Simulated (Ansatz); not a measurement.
**AlH6NOSi: ladder of methods at one geometry from a Python script**

How do the methods compare on AlH6NOSi, in result and in cost? The task is a ladder of methods at one geometry, for AlH6NOSi.

Computed with Ansatz 0.2.0 through its Python package. The levels of theory stand in the script.

## (1) The system

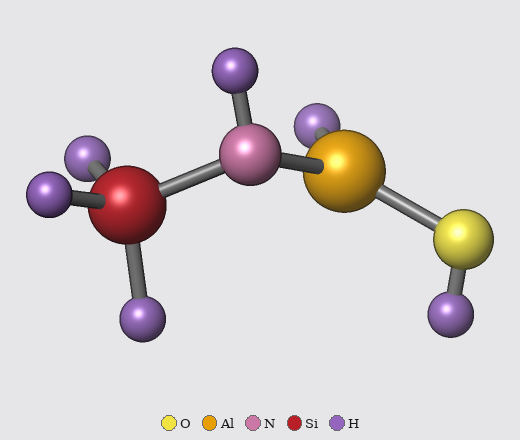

The structure that the script starts from, seen from a chosen angle (oxygen yellow, aluminium amber, nitrogen pink, silicon red, hydrogen purple).

The script holds or builds the structure itself.

## (2) Script

methods_alh6nosi.py

```python
# -*- coding: utf-8 -*-
"""AlH6NOSi at several levels of theory."""

from pathlib import Path
import warnings

import ansatz as az
import numpy as np

warnings.simplefilter("ignore", az.DeckWarning)

mol = (
    az.Crystal.molecule()
    .atom("O", [-1.263, 1.1253, -2.2892])
    .atom("Al", [-0.3792, 1.1273, -0.725])
    .atom("N", [0.9216, -0.2113, -0.4509])
    .atom("Si", [0.5637, -1.1051, 1.0332])
    .atom("H", [-2.095, 0.5832, -2.1537])
    .atom("H", [-0.6856, 2.2183, 0.4163])
    .atom("H", [1.8741, 0.2865, -0.218])
    .atom("H", [-0.7703, -1.7583, 0.8222])
    .atom("H", [0.4075, -0.1796, 2.2247])
    .atom("H", [1.5094, -2.1374, 1.3432])
)

base = mol.calculation().basis(gaussian="def2-SVP")

print("functional    E (Ha)        dipole (D)   HOMO (eV)  LUMO (eV)")
for name in ["lda", "hf", "blyp", "pbe0", "lc_wpbe", "r2scan"]:
    rep = base.functional(name).forces().orbitals().run(threads=1, pin="off", runs_dir="runs").report
    lines = Path(rep["orbitals_path"]).read_text().splitlines()
    field_of = lambda key: [line.split("=")[1].strip() for line in lines if line.startswith(key)]
    orbitals = [(27.211386 * float(e), s, float(n)) for e, s, n in zip(field_of("Ene="), field_of("Spin="), field_of("Occup="))]
    homo = max(e for e, _, n in orbitals if n > 0.5)
    lumo = min(e for e, _, n in orbitals if n < 0.5)
    dipole = 4.803205 * np.linalg.norm(rep["charge_distribution"]["dipole_moment_e_ang"])
    print(f"{name:10s} {rep['free_energy_ev'] / 27.211386246:14.6f} {dipole:9.3f} {homo:11.3f} {lumo:10.3f}")
```

## (3) The run

Run with:

```sh
python methods_alh6nosi.py
```

What it wrote:

```text
functional    E (Ha)        dipole (D)   HOMO (eV)  LUMO (eV)
lda           -662.043452     1.081      -6.116     -2.179
hf            -663.448037     1.651     -10.894      1.730
blyp          -665.252284     0.970      -5.865     -1.770
pbe0          -664.909182     1.228      -7.451     -1.137
lc_wpbe       -665.042624     1.327     -10.197      0.965
r2scan        -665.174176     1.094      -6.386     -1.606
```

Run time: 19 s. Hardware: 1 thread of Arm Neoverse V1, shared host; peak memory 0.25 GiB.

Lines on the test bed's own set-up are left out of the output.

A comment line of the script is reworded here; the code is as run.

## (4) The engine's runs

One row for each of the 6 runs:

| run | functional | energy (eV) | SCF cycles | CPU time (s) |
| --- | --- | --- | --- | --- |
| 1 | lda | -18015.1201 | 16 | 1.7 |
| 2 | hf | -18053.3408 | 12 | 1.4 |
| 3 | blyp | -18102.4368 | 16 | 2.6 |
| 4 | pbe0 | -18093.1006 | 17 | 3.7 |
| 5 | lc_wpbe | -18096.7317 | 15 | 3.5 |
| 6 | r2scan | -18100.3114 | 18 | 6 |

Totals under unlike functionals or potentials can't be compared directly.

The fields below are those of run 1.

## (5) Orbitals and fields

Orbitals, density, ELF and potential are computed afterwards from the orbital file.

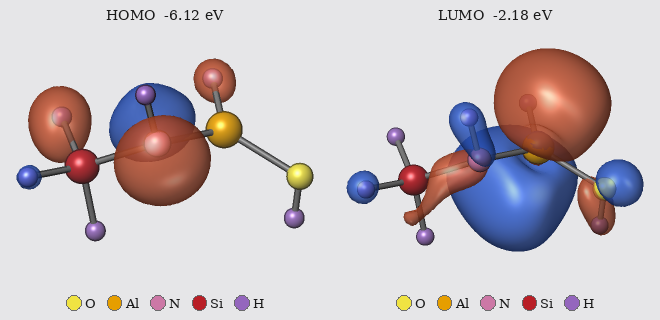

LDA/def2-SVP orbitals near the gap, drawn at the value that encloses 70 % of each; the two colours are the two signs.

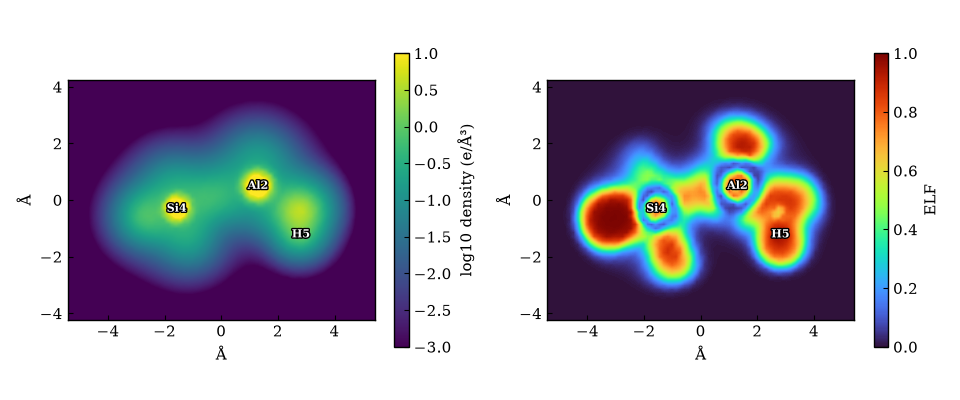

Density (left) and ELF (right) in a plane through or near 3 of the atoms.

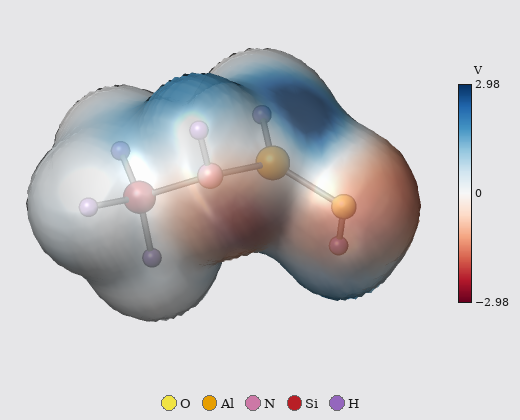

The potential that a unit positive charge feels on the 0.002 e/bohr³ surface, from the 1st to the 99th percentile, from -1.56 V near N3 to 2.98 V near Al2.

## (6) Summary of results

| quantity | value |
| --- | --- |
| runs compared | 6 |
| HOMO-LUMO gap of the mean field (LDA/def2-SVP) | 3.94 eV |

The dearest, run 6 (r2scan), took some 4.4 times as long as run 2 (hf). What to keep in mind:
- The geometry is a force-field or estimated start, not a minimum of this method, and the basis set is short of its limit. A lower total doesn't mark the better method: functionals have no common bound, and MP2 and coupled cluster aren't variational.
- Levels such as HOMO and LUMO are orbital energies: with these approximate functionals they aren't the ionisation energy and electron affinity, and their gap isn't the fundamental gap.
